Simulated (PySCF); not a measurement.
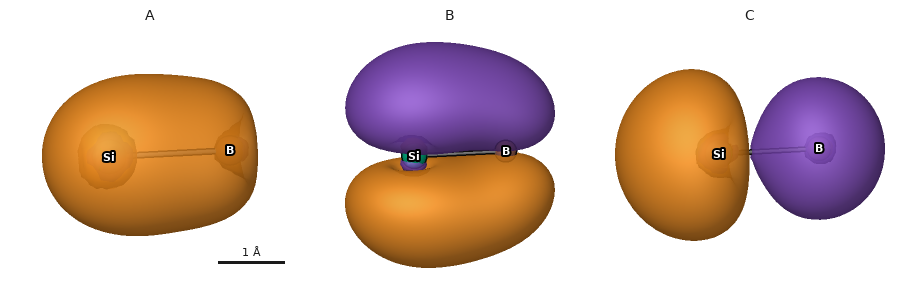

*SiB (quartet). Three frontier β-spin orbitals, each drawn at the value that holds 80 % of its norm (orange and purple are the two phases), in no order; of a degenerate pair one member is drawn.*

Theory: PBE0/def2-TZVPP, non-relativistic Hamiltonian with scalar-relativistic core potentials where named, at a bond length of 1.910 Å in PySCF.

Q: Name the orbitals and rank them from lowest to highest energy.

A: Orbital A: σ, occupied in this spin, −13.26 eV; shared between the atoms (Si 60 %, B 40 %).
Orbital C: σ, occupied in this spin, −8.04 eV; shared between the atoms (Si 70 %, B 30 %).
Orbital B: π, empty in this spin, −3.27 eV; bonding, with no node between the atoms.
